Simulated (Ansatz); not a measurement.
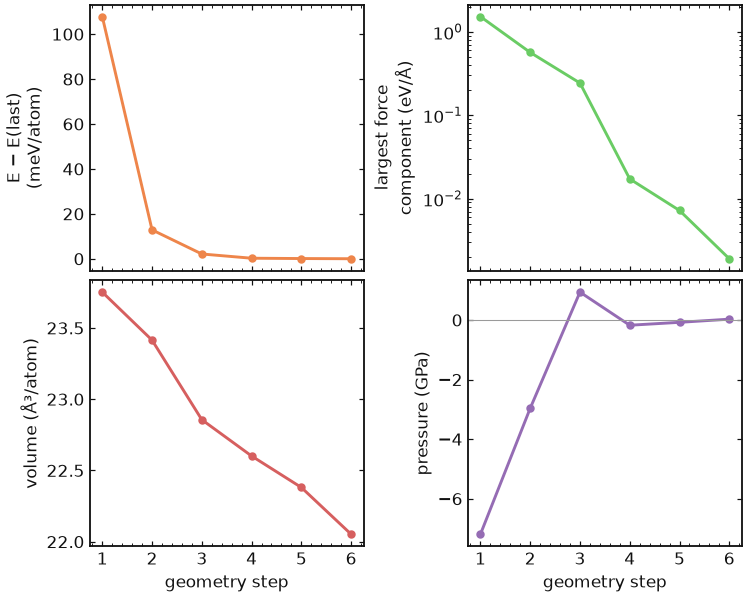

History of a geometry optimisation. Atoms and cell relax. A closing SCF on a freshly chosen basis isn't drawn.

```
crystal:
  lattice:
    - [3.120684, 5.405178, 0.0]
    - [-3.120684, 5.405178, 0.0]
    - [0.0, 0.0, 5.632304]
  atoms:
    - { symbol: Cl, position: [0.31, 0.69, 0.25] }
    - { symbol: Cl, position: [0.31, 0.0, 0.75] }
    - { symbol: Cl, position: [0.0, 0.31, 0.25] }
    - { symbol: Cl, position: [0.69, 0.31, 0.75] }
    - { symbol: Cl, position: [0.69, 0.0, 0.25] }
    - { symbol: Cl, position: [0.0, 0.69, 0.75] }
    - { symbol: Ni, position: [0.0, 0.0, 0.0] }
    - { symbol: Ni, position: [0.0, 0.0, 0.5] }
  symmetry: { tolerance: 0.0003 }
kpoints:
  mp_grid: { grid: [4, 4, 3], shift: [0, 0, 0] }
magnetization:
  spin_polarized: false
scf:
  occupations: { method: fermi_dirac }
  mixing: { preconditioner: resta }
hamiltonian:
  pseudopotentials: { kind: paw }
  xc: pbesol
basis:
  ecutwfc: 420
output:
  forces: true
  stress: true
  eigenvalues: true
relax:
  max_steps: 40
  cell: {}
accuracy: medium
```

Launched with:
```bash
ansatz run input.yaml --threads 1 --pin off --max-ram 2560MiB --backend cpu --events-out ev --progress --plain --runs-dir out
```

> How did it end, and what did it gain?

The optimisation met its thresholds at geometry 6, counting the start as the first. The energy fell by about 110 meV/atom from the first step to the last. The largest force component goes from about 1.5 eV/Å at the start to 1.9 × 10⁻³ eV/Å at the end.

> Was the starting cell too large or too small?

The volume shrinks from 23.8 to 22.1 Å³ per atom (−7 %), as the pressure goes from −7.2 GPa to about 0 GPa. The start was expanded.
